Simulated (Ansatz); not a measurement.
Input

```
crystal:
  periodic: [false, false, false]
  atoms:
    - symbol: C
      position_ang: [-0.446399, 2.397533, -1.574849]
    - symbol: C
      position_ang: [0.161992, -0.524475, 0.514115]
    - symbol: Al
      position_ang: [0.000665, 1.300794, -0.062146]
    - symbol: N
      position_ang: [0.480040, 2.517071, 1.487867]
    - symbol: H
      position_ang: [-0.656734, 1.778884, -2.461528]
    - symbol: H
      position_ang: [-1.343502, 3.012028, -1.385370]
    - symbol: H
      position_ang: [0.367768, 3.092250, -1.842986]
    - symbol: H
      position_ang: [-0.536587, -0.758833, 1.335770]
    - symbol: H
      position_ang: [1.177266, -0.755367, 0.879536]
    - symbol: H
      position_ang: [-0.057161, -1.221140, -0.310180]
    - symbol: H
      position_ang: [-0.146253, 3.326420, 1.570896]
    - symbol: H
      position_ang: [0.472617, 2.044473, 2.398661]
    - symbol: H
      position_ang: [1.421066, 2.917811, 1.389452]
basis:
  gaussian:
    orbitals: def2-TZVPD
total_charge: 1
hamiltonian:
  xc: pbe0
output: {forces: true, orbitals: {seedname: orbitals}}
```

Launched as:

```sh
ansatz run input.yaml --threads 2 --pin off --max-ram 4350MiB --events-out events.jsonl --progress --plain --runs-dir runs
```

Geometry: PBE0-D3(BJ)/def2-SVP.

Theory: Ansatz, isolated molecule in a Gaussian basis; Kohn-Sham density functional theory, functional PBE0.

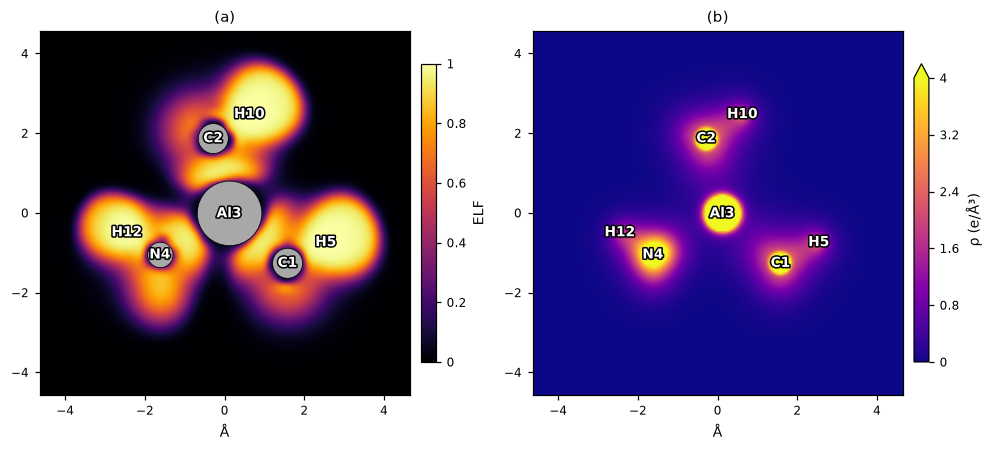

C₂H₉AlN (SMILES [CH3][Al]([CH3])[NH3+]) (charge +1). (a) electron localisation function; (b) electron density on the plane of atoms Al3, C2 and H10. Grey discs cover the atomic cores in the ELF map.

Q: What do the fields say about this system?

A: The plane passes through C, Al, N and H nuclei.
C–Al (1.92 Å): ρ at the midpoint is about 0.77 e/Å³; the ELF peaks at about 0.95 between the atoms, as expected for a shared but strongly polarised pair.
Al–N (2.03 Å): the density is about 0.54 e/Å³ at the midpoint; the ELF peaks at about 0.95 in the valence shell of N, 0.7 Å from its nucleus, and is about 0.80 at the midpoint.
N–H (1.03 Å): ρ at the midpoint is about 2.9 e/Å³; the ELF climbs to about 1 towards the hydrogen, as it does in any bond to H: a covalent bond by its length.
C–H (1.10 Å): ρ is about 1.9 e/Å³ halfway; the ELF climbs to about 1 towards the hydrogen; a covalent bond by its length.
